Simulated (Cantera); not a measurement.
Input: 1 mol SiH₄, 3.3 mol NH₃, 0.37 mol H₂, equilibrated at 1.00 Torr.

Method: chemical equilibrium by Gibbs-energy minimisation in Cantera with the NASA 1993 tables (ideal gas, pure condensed phases). Candidate condensed phases: Si, Si₃N₄; 18 gas species. The tables' values for SiN are old estimates; treat these amounts as uncertain. Gases not in the tables: Si₂H₆ and higher silanes. Kinetics and transport are ignored.

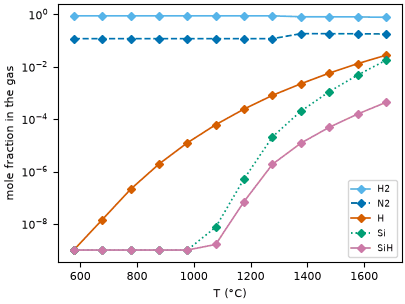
Figure. Equilibrium gas composition (values under 1e-9 drawn at 1e-9)

### Question
Read off the mole fractions at 677 °C.

### Answer
H₂ about 0.88, N₂ about 0.12, H about 1.4e-8.
